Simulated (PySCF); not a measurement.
SMILES c1cncc(-c2nccs2)c1 at its GFN2-xTB optimised geometry (Å):

```
17

C      0.9272    -2.9441     0.0009
C      2.3042    -2.7628     0.0009
N      2.8783    -1.5709     0.0007
C      2.1062    -0.5041     0.0004
C      0.7097    -0.5612     0.0003
C     -0.1079     0.6272     0.0000
N     -1.3992     0.6272     0.0000
C     -1.9142     1.8704    -0.0003
C     -1.0003     2.8787    -0.0007
S      0.5938     2.2442     0.0000
C      0.1151    -1.8266     0.0006
H      0.5041    -3.9367     0.0011
H      2.9821    -3.6059     0.0012
H      2.6193     0.4500     0.0002
H     -2.9821     1.9935    -0.0003
H     -1.1662     3.9367    -0.0009
H     -0.9613    -1.9021     0.0006
```

Method: B3LYP/def2-SVP (PySCF). Cells within 0.4 Å of a nucleus heavier than hydrogen are left out (blank, or x).

Map of the HOMO−1 amplitude (bohr^(-3/2)), clipped to [-0.25, 0.25] on the plane z = 0.0 Å; orbital energy -7.07 eV, overall sign arbitrary:

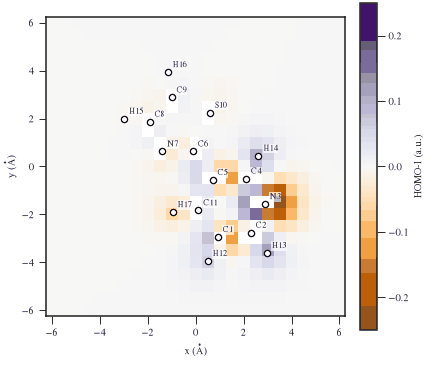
Figure: HOMO−1 amplitude (bohr^(-3/2)), clipped to [-0.25, 0.25] on the plane z = 0.0 Å.
